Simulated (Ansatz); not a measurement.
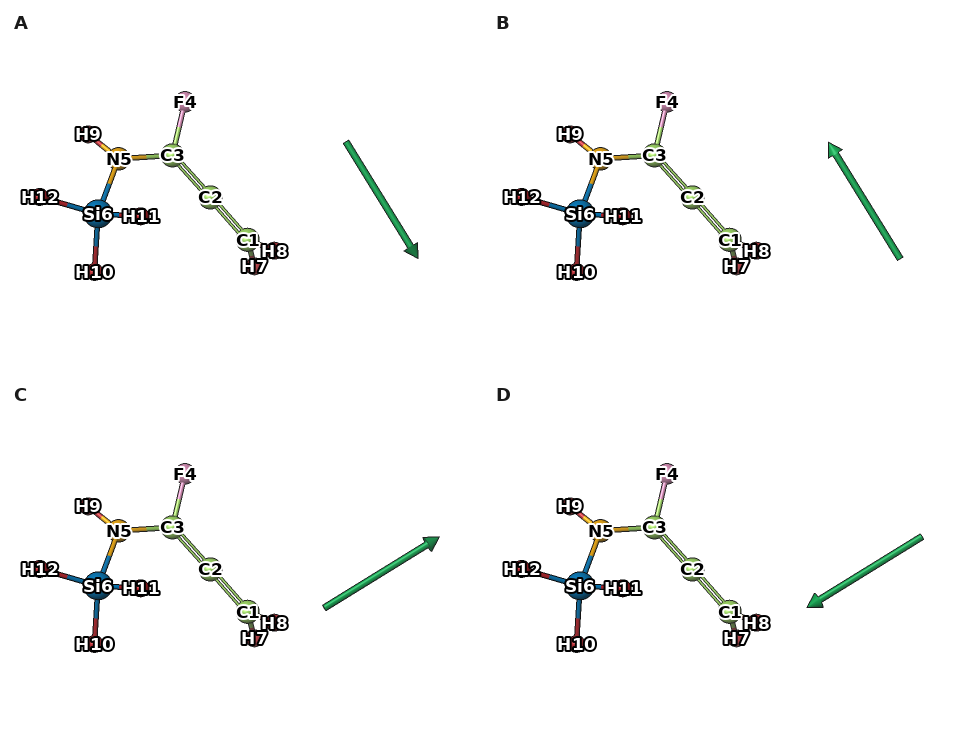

The same molecule four times, each with an arrow. The computed structure is the end point of a PBE-D4/def2-SVP optimisation. No frequency run is at hand to confirm it as a minimum. Properties computed with RKS PBE-D4/def2-SVP (Ansatz 0.2.0).

Which arrow points along the dipole moment, from the negative to the positive end?

Answer. D. The dipole moment is 1.46 D; it points from the side of F4 to the side of H12 (the outermost atoms at the two ends).
